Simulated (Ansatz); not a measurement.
# A hypothetical structure for TeS2

Starting from a made-up structure for TeS2, the aim is the relaxed cell, its shortest contacts and, where a second run follows, its electronic structure.

Program: Ansatz 0.2.0. Level of theory: DFT, r2SCAN, plane-wave PAW, files of the set soft_1, scalar-relativistic, no spin, cell and ions relaxed at zero pressure; PAW set soft_1, in the first sound run; inputs show where later runs differ. Results are calculated unless marked as measured.

### 1. The structure

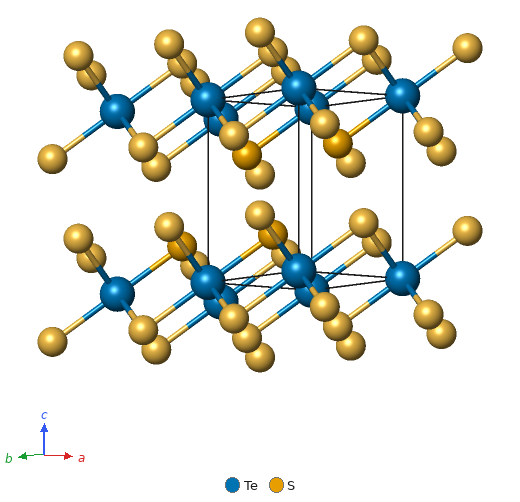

The starting structure, seen from a free direction (tellurium blue, sulfur orange). 1×2×1 cells are drawn. Some periodic images of atoms are drawn too.

Coordinates:

```cif
data_structure
_symmetry_space_group_name_H-M 'P 1'
_symmetry_Int_Tables_number 1
_cell_length_a 3.7160
_cell_length_b 3.7160
_cell_length_c 6.0980
_cell_angle_alpha 90.000
_cell_angle_beta 90.000
_cell_angle_gamma 120.000
_cell_volume 72.92
loop_
_atom_site_label
_atom_site_type_symbol
_atom_site_fract_x
_atom_site_fract_y
_atom_site_fract_z
_atom_site_occupancy
Te1 Te 0.00000 0.00000 0.00000 1
S2 S 0.33333 0.66667 0.25400 1
S3 S 0.66667 0.33333 0.74600 1
```

### 2. Relaxation of the guess

The guess takes its coordinates from another compound and its volume from a rule, so the cell and any free coordinates are relaxed together.

The input, input.yaml:

```yaml
crystal:
  lattice:
    - [3.716, 0.0, 0.0]
    - [-1.858, 3.2181504, 0.0]
    - [0.0, 0.0, 6.098]
  atoms:
    - { symbol: Te, position: [0.0, 0.0, 0.0] }
    - { symbol: S, position: [0.333333333, 0.666666667, 0.254] }
    - { symbol: S, position: [0.666666667, 0.333333333, 0.746] }
kpoints:
  mp_grid: { grid: [8, 8, 5] }
scf:
  occupations: { method: fermi_dirac, width: 0.05 }
hamiltonian:
  xc: r2scan
  pseudopotentials: { kind: paw, azcp: { folder: soft_1 } }
relax:
  f_tol: 0.015
  max_steps: 70
  cell: {}
output:
  forces: true
  stress: true
```

Command:

```
$ ansatz run input.yaml --threads 4 --pin off --max-ram 8192MiB --backend cpu --events-out ev --progress --plain --runs-dir out
```

Numbers of over 12 decimals in the logs are rounded to 6 here.

Log:

```text
Engine: ansatz 0.2.0, aarch64-unknown-linux-gnu
Pseudopotentials: kind: paw
Pseudopotential: Te, paw, valence charge 16, recommended cutoff 500 eV (meta_gga), soft_1/Te.paw.azcp
Pseudopotential: S, paw, valence charge 6, recommended cutoff 500 eV (meta_gga), soft_1/S.paw.azcp
Functional definition: r2SCAN
  parameter k0 = 0.174
  parameter k1 = 0.065
  parameter a1 = 4.9479
  exchange = r2scan_x(k0 = k0, k1 = k1, a1 = a1)
  correlation = r2scan_c
Crystal: 3 atoms, lattice volume = 72.924 Å³
Basis set: ecut = 500 eV, 1811 PW (Γ), exchange–correlation on 120×120×180 points (64 copies of the dense FFT grid, shifted against one another)
Bands: 18, of which v1, the nominal top of the filled ones, is band 14 counted from 1 (13 counted from 0)
Symmetry: 12 space group operations
Space group: P-3m1 (ITA 164), of the structure as read, at distance tolerance 4.2e-5 Å
k-points: 40 of 320
Non-local potential: Te, projectors of the file, l = 0: 2, l = 1: 2, l = 2: 2, l = 3: 1
Non-local potential: S, projectors of the file, l = 0: 2, l = 1: 2, l = 2: 1
PAW form: soft (Blöchl's): semilocal exchange-correlation on the pseudo side does not see the compensation charge
PAW frozen core: Te, regenerated for the run's functional (the file was generated under x = pbe(κ = 0.804, μ = 0.219515), c = pbe(β = 0.066725))
PAW frozen core: S, regenerated for the run's functional (the file was generated under x = pbe(κ = 0.804, μ = 0.219515), c = pbe(β = 0.066725))
PAW one-centre angular grid: Te, 590 points (default); XC on 160 Gauss nodes
PAW one-centre angular grid: S, 302 points (default); XC on 160 Gauss nodes
Initial density: superposition of atomic densities (chi_scale 0.1, normalization cell, long waves kept (reshape's long-wave potential 0.08 eV rms))
Initial wavefunctions: pseudopotential atomic-orbital guess
Functional: x = r2scan, c = r2scan; τ floored in thin density (d = 2e-4 eV/Å³)
iter 1 solved again at ethr=2.45e-3 eV; its pass at ethr=3.10e-3 eV (dr2=6.87e-1 eV) is discarded
SCF iter   1: F=—  HF=-8806.133234 eV  |F-HF|=—  |Δ(HF+E_count)|=         —  Δρ=2.69e-2  dr2=6.84e-1  dr2_τ=2.41e-2  ethr=2.45e-3  ⟨swp⟩=1.0  Hψ=6086  notcnv=0
preconditioner: auto → Resta (q_TF=auto, 2.326 Å⁻¹)  ε∞=4.4  [insulator: Δε(μ)=0.809 eV  Ē_g=9.965 eV  σ=0.050 eV  W_gap=1.00  n_scr=22 (ndim 8)  ℏωp=18.4 eV  f_vac=0.019  D(μ)=0.00/eV (n_scr^D=0)  ε∞_Penn≈4.4]
SCF iter   2: F=—  HF=-8806.117507 eV  |F-HF|=—  |Δ(HF+E_count)|=   1.57e-2  Δρ=1.45e-2  dr2=1.30e-1  dr2_τ=3.39e-3  ethr=2.44e-3  ⟨swp⟩=2.6  Hψ=1017  notcnv=0
SCF iter   3: F=—  HF=-8806.139584 eV  |F-HF|=—  |Δ(HF+E_count)|=   2.21e-2  Δρ=4.11e-3  dr2=9.03e-3  dr2_τ=3.25e-4  ethr=4.65e-4  ⟨swp⟩=3.8  Hψ=1276  notcnv=0
SCF iter   4: F=—  HF=-8806.142626 eV  |F-HF|=—  |Δ(HF+E_count)|=   3.04e-3  Δρ=5.60e-4  dr2=2.45e-4  dr2_τ=1.03e-5  ethr=3.23e-5  ⟨swp⟩=2.0  Hψ=1164  notcnv=0
SCF iter   5: F=—  HF=-8806.142693 eV  |F-HF|=—  |Δ(HF+E_count)|=   6.72e-5  Δρ=1.29e-4  dr2=1.32e-5  dr2_τ=4.37e-7  ethr=8.74e-7  ⟨swp⟩=2.0  Hψ=1277  notcnv=0
SCF iter   6: F=—  HF=-8806.142702 eV  |F-HF|=—  |Δ(HF+E_count)|=   9.09e-6  Δρ=3.31e-5  dr2=1.11e-6  dr2_τ=2.57e-8  ethr=4.73e-8  ⟨swp⟩=2.8  Hψ=1241  notcnv=0
SCF iter   7: F=-8806.142703 eV  HF=-8806.142703 eV  |F-HF|=2.95e-8  |Δ(HF+E_count)|=   7.87e-7  Δρ=5.70e-6  dr2=3.29e-8  dr2_τ=5.77e-10  ethr=3.57e-10  ⟨swp⟩=5.9  Hψ=2835  notcnv=0
SCF 1 converged in 7 iterations: F = -8806.142703 eV  dr2 = 3.29e-8
  greatest PAW one-centre occupation: 0.998 electrons in one spin orbital (limit 2), on the Te atom at site 0 (counted from 0), in its partial waves of l = 2
relax step   1: F+E_penalty+E_count = -8806.14270314 eV  Δ(F+E_penalty+E_count) = +0.000e0 eV  max|allowed force component| = 2.819e-1 eV/Å  Δτ_max = 0.0000 Å  P = +3.809 GPa  Ω = 72.924 Å³  (7 SCF iters, dr2 threshold 1.00e-7 eV, accepted)
Crystal: 3 atoms, lattice volume = 81.033 Å³
Basis set: ecut = 500 eV, 2045 PW (Γ), exchange–correlation on 120×120×180 points (64 copies of the dense FFT grid, shifted against one another)
Initial density: handed on by an earlier stage of this run
Initial wavefunctions: those handed on with the density
iter 1 solved again at ethr=5.09e-5 eV; its pass at ethr=3.10e-3 eV (dr2=1.43e-2 eV) is discarded
SCF iter   1: F=—  HF=-8805.946275 eV  |F-HF|=—  |Δ(HF+E_count)|=         —  Δρ=3.73e-3  dr2=1.45e-2  dr2_τ=4.65e-2  ethr=5.09e-5  ⟨swp⟩=1.6  Hψ=5854  notcnv=0
automatic band count: iteration 1 solves 17 bands in place of 18: the levels show a gap, and the empty bands left out lie too high to hold charge; the band table lists the bands solved (type scf.n_extra_bands for more)
preconditioner: auto → Resta (q_TF=auto, 2.285 Å⁻¹)  ε∞=5.1  [insulator: Δε(μ)=0.468 eV  Ē_g=8.619 eV  σ=0.050 eV  W_gap=0.96  n_scr=22 (ndim 8)  ℏωp=17.5 eV  f_vac=0.062  D(μ)=0.02/eV (n_scr^D=0)  ε∞_Penn≈5.1]
SCF iter   2: F=—  HF=-8806.164576 eV  |F-HF|=—  |Δ(HF+E_count)|=   2.18e-1  Δρ=2.85e-3  dr2=8.88e-3  dr2_τ=2.06e-4  ethr=5.09e-5  ⟨swp⟩=3.4  Hψ=1398  notcnv=0
SCF iter   3: F=—  HF=-8806.163718 eV  |F-HF|=—  |Δ(HF+E_count)|=   8.58e-4  Δρ=1.09e-3  dr2=1.27e-3  dr2_τ=5.03e-5  ethr=3.17e-5  ⟨swp⟩=2.2  Hψ=846  notcnv=0
SCF iter   4: F=—  HF=-8806.164003 eV  |F-HF|=—  |Δ(HF+E_count)|=   2.85e-4  Δρ=4.16e-4  dr2=2.18e-4  dr2_τ=4.08e-6  ethr=4.55e-6  ⟨swp⟩=2.2  Hψ=1024  notcnv=0
SCF iter   5: F=—  HF=-8806.164003 eV  |F-HF|=—  |Δ(HF+E_count)|=   8.71e-8  Δρ=7.42e-5  dr2=5.27e-6  dr2_τ=2.00e-7  ethr=7.79e-7  ⟨swp⟩=2.2  Hψ=917  notcnv=0
SCF iter   6: F=—  HF=-8806.164006 eV  |F-HF|=—  |Δ(HF+E_count)|=   3.63e-6  Δρ=3.18e-5  dr2=1.24e-6  dr2_τ=3.03e-8  ethr=1.88e-8  ⟨swp⟩=2.1  Hψ=979  notcnv=0
SCF iter   7: F=-8806.164007 eV  HF=-8806.164007 eV  |F-HF|=1.38e-9  |Δ(HF+E_count)|=   2.56e-7  Δρ=3.49e-6  dr2=1.89e-8  dr2_τ=2.61e-10  ethr=1.07e-9  ⟨swp⟩=5.1  Hψ=2682  notcnv=0
SCF 2 converged in 7 iterations: F = -8806.164007 eV  dr2 = 1.89e-8
relax step   2: F+E_penalty+E_count = -8806.16400664 eV  Δ(F+E_penalty+E_count) = -2.130e-2 eV  max|allowed force component| = 1.067e-1 eV/Å  Δτ_max = 0.0441 Å  P = -2.123 GPa  Ω = 81.033 Å³  energy of the carried Pulay correction = -7.621e-4 eV  (7 SCF iters, dr2 threshold 3.00e-7 eV, accepted)
Crystal: 3 atoms, lattice volume = 77.672 Å³
Basis set: ecut = 500 eV, 1961 PW (Γ), exchange–correlation on 120×120×180 points (64 copies of the dense FFT grid, shifted against one another)
iter 1 solved again at ethr=8.99e-6 eV; its pass at ethr=3.10e-3 eV (dr2=2.52e-3 eV) is discarded
SCF iter   1: F=—  HF=-8806.175341 eV  |F-HF|=—  |Δ(HF+E_count)|=         —  Δρ=1.69e-3  dr2=2.92e-3  dr2_τ=8.62e-3  ethr=8.99e-6  ⟨swp⟩=2.6  Hψ=5858  notcnv=0
automatic band count: iteration 1 solves 17 bands in place of 18: the levels show a gap, and the empty bands left out lie too high to hold charge; the band table lists the bands solved (type scf.n_extra_bands for more)
preconditioner: auto → Resta (q_TF=auto, 2.302 Å⁻¹)  ε∞=5.1  [insulator: Δε(μ)=0.590 eV  Ē_g=8.838 eV  σ=0.050 eV  W_gap=0.99  n_scr=22 (ndim 8)  ℏωp=17.9 eV  f_vac=0.036  D(μ)=0.00/eV (n_scr^D=0)  ε∞_Penn≈5.1]
SCF iter   2: F=—  HF=-8806.192450 eV  |F-HF|=—  |Δ(HF+E_count)|=   1.71e-2  Δρ=1.13e-3  dr2=1.15e-3  dr2_τ=1.95e-5  ethr=8.99e-6  ⟨swp⟩=2.0  Hψ=1160  notcnv=0
SCF iter   3: F=—  HF=-8806.192477 eV  |F-HF|=—  |Δ(HF+E_count)|=   2.68e-5  Δρ=3.75e-4  dr2=1.85e-4  dr2_τ=9.39e-6  ethr=4.10e-6  ⟨swp⟩=2.3  Hψ=986  notcnv=0
SCF iter   4: F=—  HF=-8806.192488 eV  |F-HF|=—  |Δ(HF+E_count)|=   1.09e-5  Δρ=1.27e-4  dr2=1.68e-5  dr2_τ=2.53e-7  ethr=6.60e-7  ⟨swp⟩=2.8  Hψ=1229  notcnv=0
SCF iter   5: F=—  HF=-8806.192495 eV  |F-HF|=—  |Δ(HF+E_count)|=   6.80e-6  Δρ=2.65e-5  dr2=6.79e-7  dr2_τ=3.59e-8  ethr=6.00e-8  ⟨swp⟩=2.5  Hψ=1005  notcnv=0
SCF iter   6: F=-8806.192495 eV  HF=-8806.192495 eV  |F-HF|=1.99e-8  |Δ(HF+E_count)|=   4.30e-7  Δρ=5.88e-6  dr2=3.79e-8  dr2_τ=5.43e-10  ethr=1.07e-9  ⟨swp⟩=5.2  Hψ=2671  notcnv=0
SCF 3 converged in 6 iterations: F = -8806.192495 eV  dr2 = 3.79e-8
relax step   3: F+E_penalty+E_count = -8806.19249515 eV  Δ(F+E_penalty+E_count) = -2.849e-2 eV  max|allowed force component| = 3.031e-2 eV/Å  Δτ_max = 0.0250 Å  P = -0.274 GPa  Ω = 77.672 Å³  energy of the carried Pulay correction = -4.562e-4 eV  (6 SCF iters, dr2 threshold 3.00e-7 eV, accepted)
Crystal: 3 atoms, lattice volume = 77.398 Å³
Basis set: ecut = 500 eV, 1949 PW (Γ), exchange–correlation on 120×120×180 points (64 copies of the dense FFT grid, shifted against one another)
iter 1 solved again at ethr=8.24e-8 eV; its pass at ethr=3.10e-3 eV (dr2=2.31e-5 eV) is discarded
SCF iter   1: F=—  HF=-8806.192589 eV  |F-HF|=—  |Δ(HF+E_count)|=         —  Δρ=1.41e-4  dr2=2.05e-5  dr2_τ=9.11e-5  ethr=8.24e-8  ⟨swp⟩=3.6  Hψ=5539  notcnv=0
automatic band count: iteration 1 solves 17 bands in place of 18: the levels show a gap, and the empty bands left out lie too high to hold charge; the band table lists the bands solved (type scf.n_extra_bands for more)
preconditioner: auto → Resta (q_TF=auto, 2.303 Å⁻¹)  ε∞=5.1  [insulator: Δε(μ)=0.618 eV  Ē_g=8.862 eV  σ=0.050 eV  W_gap=0.99  n_scr=22 (ndim 8)  ℏωp=17.9 eV  f_vac=0.038  D(μ)=0.00/eV (n_scr^D=0)  ε∞_Penn≈5.1]
SCF iter   2: F=—  HF=-8806.192834 eV  |F-HF|=—  |Δ(HF+E_count)|=   2.45e-4  Δρ=1.06e-4  dr2=1.12e-5  dr2_τ=1.19e-7  ethr=7.31e-8  ⟨swp⟩=3.0  Hψ=1348  notcnv=0
SCF iter   3: F=—  HF=-8806.192835 eV  |F-HF|=—  |Δ(HF+E_count)|=   8.42e-7  Δρ=4.07e-5  dr2=2.59e-6  dr2_τ=2.17e-7  ethr=4.00e-8  ⟨swp⟩=2.0  Hψ=1005  notcnv=0
SCF iter   4: F=—  HF=-8806.192834 eV  |F-HF|=—  |Δ(HF+E_count)|=   2.62e-7  Δρ=1.60e-5  dr2=3.29e-7  dr2_τ=3.09e-9  ethr=9.26e-9  ⟨swp⟩=1.9  Hψ=744  notcnv=0
SCF iter   5: F=-8806.192834 eV  HF=-8806.192834 eV  |F-HF|=3.92e-9  |Δ(HF+E_count)|=   1.45e-8  Δρ=2.82e-6  dr2=6.52e-9  dr2_τ=2.52e-10  ethr=9.16e-10  ⟨swp⟩=5.0  Hψ=2588  notcnv=0
SCF 4 converged in 5 iterations: F = -8806.192834 eV  dr2 = 6.52e-9
relax step   4: F+E_penalty+E_count = -8806.19283432 eV  Δ(F+E_penalty+E_count) = -3.392e-4 eV  max|allowed force component| = 5.561e-3 eV/Å  Δτ_max = 0.0019 Å  P = +0.040 GPa  Ω = 77.398 Å³  energy of the carried Pulay correction = -4.306e-4 eV  (5 SCF iters, dr2 threshold 2.57e-7 eV, accepted)
Crystal: 3 atoms, lattice volume = 77.443 Å³
iter 1 solved again at ethr=1.77e-9 eV; its pass at ethr=3.10e-3 eV (dr2=4.94e-7 eV) is discarded
SCF iter   1: F=—  HF=-8806.192833 eV  |F-HF|=—  |Δ(HF+E_count)|=         —  Δρ=2.16e-5  dr2=5.40e-7  dr2_τ=1.24e-6  ethr=1.77e-9  ⟨swp⟩=3.6  Hψ=5553  notcnv=0
automatic band count: iteration 1 solves 17 bands in place of 18: the levels show a gap, and the empty bands left out lie too high to hold charge; the band table lists the bands solved (type scf.n_extra_bands for more)
preconditioner: auto → Resta (q_TF=auto, 2.303 Å⁻¹)  ε∞=5.1  [insulator: Δε(μ)=0.620 eV  Ē_g=8.857 eV  σ=0.050 eV  W_gap=0.99  n_scr=22 (ndim 8)  ℏωp=17.9 eV  f_vac=0.038  D(μ)=0.00/eV (n_scr^D=0)  ε∞_Penn≈5.1]
SCF iter   2: F=—  HF=-8806.192838 eV  |F-HF|=—  |Δ(HF+E_count)|=   5.13e-6  Δρ=1.51e-5  dr2=2.73e-7  dr2_τ=2.42e-9  ethr=1.77e-9  ⟨swp⟩=2.0  Hψ=1042  notcnv=0
SCF iter   3: F=—  HF=-8806.192838 eV  |F-HF|=—  |Δ(HF+E_count)|=   4.88e-8  Δρ=8.59e-6  dr2=1.40e-7  dr2_τ=2.13e-9  ethr=9.76e-10  ⟨swp⟩=2.0  Hψ=1028  notcnv=0
SCF iter   4: F=-8806.192838 eV  HF=-8806.192838 eV  |F-HF|=3.89e-10  |Δ(HF+E_count)|=   1.09e-8  Δρ=2.10e-6  dr2=5.25e-9  dr2_τ=1.10e-10  ethr=2.76e-11  ⟨swp⟩=4.7  Hψ=3233  notcnv=0
SCF 5 converged in 4 iterations: F = -8806.192838 eV  dr2 = 5.25e-9
relax step   5: F+E_penalty+E_count = -8806.19283810 eV  Δ(F+E_penalty+E_count) = -3.774e-6 eV  max|allowed force component| = 1.305e-5 eV/Å  Δτ_max = 0.0001 Å  P = +0.006 GPa  Ω = 77.443 Å³  energy of the carried Pulay correction = -4.348e-4 eV  (4 SCF iters, dr2 threshold 7.73e-9 eV, accepted)
Initial wavefunctions: pseudopotential atomic-orbital guess (no wavefunctions were taken with the density)
iter 1 solved again at ethr=1.40e-6 eV; its pass at ethr=3.10e-3 eV (dr2=3.92e-4 eV) is discarded
SCF iter   1: F=—  HF=-8806.193315 eV  |F-HF|=—  |Δ(HF+E_count)|=         —  Δρ=7.60e-5  dr2=1.69e-7  dr2_τ=7.73e-7  ethr=1.40e-6  ⟨swp⟩=4.0  Hψ=7264  notcnv=0
eigensolver tolerance schedule: the retry pair's looser diagonalisation over-reported the residual by 2313.06 of it (diagonalisation noise at an unbounded share of the residual, at the tolerance the schedule requests for it); recorded, not acted on — ethr = c·dr2/N_el stays at c = 1.0e-1
preconditioner: auto → Resta (q_TF=auto, 2.303 Å⁻¹)  ε∞=4.4  [insulator: Δε(μ)=0.620 eV  Ē_g=9.658 eV  σ=0.050 eV  W_gap=0.99  n_scr=22 (ndim 8)  ℏωp=17.9 eV  f_vac=0.038  D(μ)=0.00/eV (n_scr^D=0)  ε∞_Penn≈4.4]
SCF iter   2: F=—  HF=-8806.193343 eV  |F-HF|=—  |Δ(HF+E_count)|=   2.78e-5  Δρ=3.85e-5  dr2=4.34e-8  dr2_τ=3.31e-7  ethr=6.05e-10  ⟨swp⟩=3.1  Hψ=1615  notcnv=0
SCF iter   3: F=—  HF=-8806.193346 eV  |F-HF|=—  |Δ(HF+E_count)|=   3.27e-6  Δρ=6.29e-6  dr2=4.46e-9  dr2_τ=7.79e-9  ethr=1.55e-10  ⟨swp⟩=2.0  Hψ=1098  notcnv=0
SCF iter   4: F=—  HF=-8806.193346 eV  |F-HF|=—  |Δ(HF+E_count)|=   7.52e-8  Δρ=7.06e-7  dr2=2.29e-10  dr2_τ=4.26e-11  ethr=1.59e-11  ⟨swp⟩=2.0  Hψ=1084  notcnv=0
SCF iter   5: F=—  HF=-8806.193346 eV  |F-HF|=—  |Δ(HF+E_count)|=  1.96e-10  Δρ=2.94e-7  dr2=3.43e-11  dr2_τ=1.03e-11  ethr=1.00e-12  ⟨swp⟩=7.8  Hψ=3808  notcnv=0
SCF iter   6: F=-8806.193346 eV  HF=-8806.193346 eV  |F-HF|=5.46e-12  |Δ(HF+E_count)|=  7.82e-11  Δρ=3.98e-8  dr2=1.15e-12  dr2_τ=1.35e-13  ethr=1.00e-12  ⟨swp⟩=6.7  Hψ=3336  notcnv=0
SCF 6 converged in 6 iterations: F = -8806.193346 eV  dr2 = 1.15e-12
relax step   6: F+E_penalty+E_count = -8806.19334640 eV  Δ(F+E_penalty+E_count) = -5.083e-4 eV  max|allowed force component| = 1.492e-4 eV/Å  Δτ_max = 0.0000 Å  P = +0.011 GPa  Ω = 77.443 Å³  stress off target by 1.73e-2 GPa  SCF on the basis re-selected at this cell (its energy is not comparable with the rows above)  (6 SCF iters)
basis re-selected at this cell: Δ(F+E_penalty+E_count) = -5.083e-4 eV, ΔP = +0.005 GPa vs the last step (what re-selecting the basis moved, of the pressure what is left beyond the Pulay correction that the steps carried, after the strain that the cell walked since its last selection, with what the two solves' SCF thresholds leave and, on support functions, any second-order correction that the steps lacked; it is no m [...]
SCF converged after 6 iterations
Free energy (F): -8806.193346 eV
Harris-Foulkes:  -8806.193346 eV  (|F-HF|=5.46e-12)
Internal energy: -8806.193275 eV  (E = F + TS)
E sigma→0 (E₀):  -8806.193311 eV
Entropy (-TS):   -0.000071 eV (-0.024 meV/atom)
Fermi energy:    6.439690 eV
--- Per-component energies (eV) ---
  E_band       = -328.713121
  E_kinetic    = 378.591948
  E_local      = -2433.226677  (includes V_loc(G=0)·N_el)
  E_nonlocal   = 129.663427
  E_hartree    = 1140.733312
  E_xc         = -281.068060
  E_vxc        = -287.199738  (∫ρ·V_xc dr)
  E_paw        = -5921.521512  (= ΣΔE_a)
  E_vpaw       = -413.531064  (= ΣTr[D̂ρ^β])
  E_aug_tail   = 0.000021  (compensation charges beyond the density's cutoff)
  E_vtau       = 15.522350  (kinetic-family band-sum trace: ∫τ·v_τ [+ j·A + Jᵃ·Aᵃ] dr)
  E_ewald      = -1819.431076
  E_core_change = 0.065340  (= ΣΔE_core)
  E_smearing   = -0.000071  (= −TS)
  E_closure    = 0.000000  (closes the sum)
  Σ components = -8806.193346   (vs F -8806.193346, Δ=0.00e0)
--- Forces (eV/Å), atoms counted from 1 ---
  atom   1  Te    -0.00000000    -0.00000000     0.00000000
  atom   2  S      0.00000000    -0.00000000    -0.00014915
  atom   3  S     -0.00000000     0.00000000     0.00014915
  max |Σ_I F_I| component: 2.71e-31 eV/Å
--- Stress (GPa, compression-positive) ---
        0.007114       0.000000      -0.000000
        0.000000       0.007114       0.000000
       -0.000000       0.000000       0.017307
  P = ⅓ Tr σ = 0.0105 GPa (0.105 kbar)
--- Relaxed structure (5 steps of the walk, 5 accepted, 1 SCFs on fresh bases) ---
  F+E_penalty+E_count = -8806.19334640 eV   max|allowed force component| = 1.492e-4 eV/Å   (the final SCF, on the basis selected at the relaxed cell)
  cell:  # Å, volume = 77.4426 Å³
    - [3.812630, 0, 0]
    - [-1.906315, 3.301835, 0]
    - [0, 0, 6.151771]
  atoms:
    - { symbol: Te, position: [0, 0, -3.7929889056014143e-19] }
    - { symbol: S, position: [0.333333, 0.666667, 0.250546] }
    - { symbol: S, position: [0.666667, 0.333333, 0.749454] }
```

The job ended after 9.7 s (4 threads of Arm Neoverse V2, shared host; peak memory 0.56 GiB; 36 s of CPU time).

The steps of the relaxation:

```
step  energy less that of the first step (eV)  largest force component (eV/Å)  pressure (GPa)  volume (Å³)
   1                                   0.0000                          0.2819            3.81        72.92
   2                                  -0.0213                          0.1067           -2.12        81.03
   3                                  -0.0498                          0.0303           -0.27        77.67
   4                                  -0.0501                          0.0056            0.04        77.40
   5                                  -0.0501                          0.0000            0.01        77.44
  6*                                  -0.0506                          0.0001            0.01        77.44
```

Relaxation steps marked * repeat the geometry before them on a plane-wave basis chosen anew for their cell, so energy and pressure can jump there.

Forces are held to the 12 operations that the run works with; a distortion that breaks them can't arise in this run.

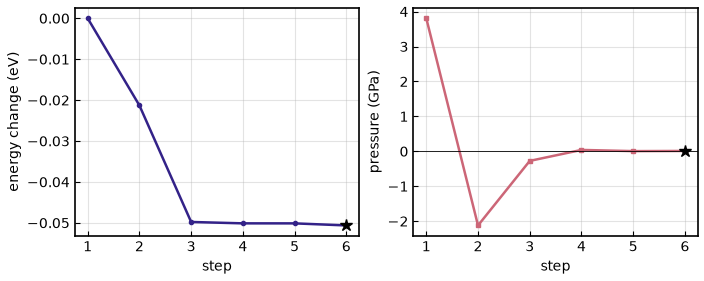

Energy and pressure along the relaxation. Stars mark steps on a basis chosen anew.

```
conventional cell, symmetrised  before  after  change
                         a (Å)   3.716  3.813  +2.6 %
                         b (Å)   3.716  3.813  +2.6 %
                         c (Å)   6.098  6.152  +0.9 %
              volume (Å³/atom)   24.31  25.81  +6.2 %
```

The atoms that moved most (Å, as changes of fractional coordinates times the final cell):

```
atom     dx     dy      dz  length
  S2  0.000  0.000  -0.021   0.021
  S3  0.000  0.000   0.021   0.021
```

The relaxed structure:

```
Te S
1.0
     3.81263    0.00000    0.00000
    -1.90632    3.30183    0.00000
     0.00000    0.00000    6.15177
Te S
1 2
Direct
  0.00000 0.00000 0.00000
  0.33333 0.66667 0.25055
  0.66667 0.33333 0.74945
```

This step gave:

```yaml
free_energy: -8806.1933 eV
fermi_energy: 6.440 eV
gap_by_band_count: 0.6199 eV
electrons: 28
symmetry_operations: 12
pressure: 0.01051 GPa
```

The shortest distance of each pair, which need not be the same contact before and after:

```
 pair  guess (Å)  relaxed (Å)
 S–Te      2.646        2.687
  S–S      3.688        3.777
Te–Te      3.716        3.813
```

The relaxation ends with a largest force component of 1.5e-4 eV/Å and a pressure of 0.01 GPa.

(Continued in part 2 of 2.)

[Logs are printed without paths, hosts, clocks, repeated set-up lines and the standing remarks that a program may print on its own settings, such as how far it seeks lower states.]

[Hosts, paths, dates, database ids (printed as entryN), source tags and the programs' standing remarks are cut or masked in the printed files.]
